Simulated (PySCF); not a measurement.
C9H14Si

The calculation's input:

```
{"job": {"kind": "nmr", "xc": "PBE0", "basis": "pcSseg-1"}, "charge": 0, "multiplicity": 1}
C      3.120429    -0.881773    -0.755158
C      3.593652    -0.103897     0.226110
Si     2.188712     0.938661     0.918947
C      1.009682     0.126034    -0.326491
C     -0.441730     0.435537    -0.459723
C     -1.178759     0.367735     0.889291
C     -2.658194     0.119603     0.547887
C     -2.704837    -0.135012    -0.967249
C     -1.270887    -0.498949    -1.343370
C      1.702780    -0.757150    -1.060368
H      3.724619    -1.580144    -1.318962
H      4.627064    -0.117682     0.528936
H      2.345465     2.378649     0.705866
H      1.856697     0.633627     2.312105
H     -0.535321     1.456196    -0.854001
H     -0.777153    -0.464620     1.468903
H     -1.032707     1.277810     1.469128
H     -3.277719     0.974224     0.818174
H     -3.034488    -0.744782     1.094706
H     -3.414056    -0.918254    -1.231567
H     -2.998351     0.776339    -1.491185
H     -1.063750    -1.536438    -1.075263
H     -1.071246    -0.364706    -2.405841
H      1.278362    -1.361247    -1.849852
```

Launched as:

```sh
OMP_NUM_THREADS=1 python probes_run.py task.json out
```

Geometry: GFN2-xTB.

All numbers below come from PySCF, PBE0/pcSseg-1, SCF density, gas phase, non-relativistic.

What will maps of the electron density and electron localisation function show?

C–C (1.34 Å): ρ is about 2.3 e/Å³ halfway; the ELF peaks at about 0.90 between the atoms (a short, multiple covalent bond).
C–Si (1.88 Å): ρ at the midpoint is about 0.93 e/Å³; the ELF peaks at about 0.95 between the atoms; localised, covalent bonding.
C–H (1.08 Å): ρ is about 2 e/Å³ halfway; the ELF climbs to about 1 towards the hydrogen, as it does in any bond to H (an ordinary covalent bond to hydrogen).
C–C (1.46 Å): the density is about 1.9 e/Å³ at the midpoint; the ELF peaks at about 0.95 between the atoms; a covalent bond.

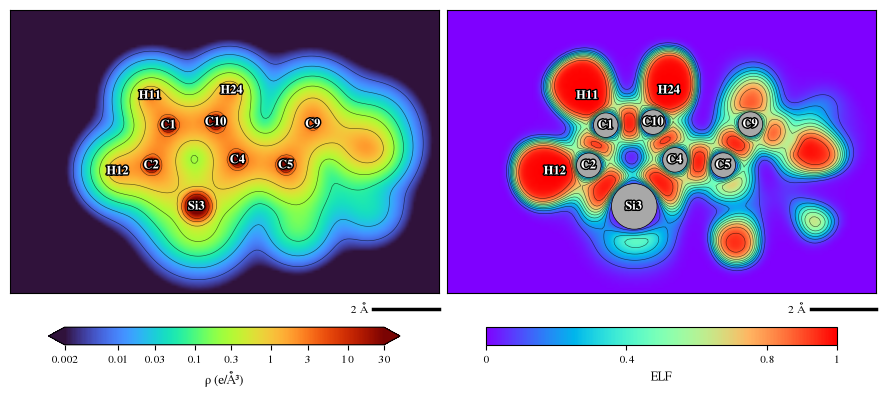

Computed electron density and electron localisation function on the plane of atoms C1, C10 and C4, in this order. Grey discs cover the atomic cores in the ELF map. 
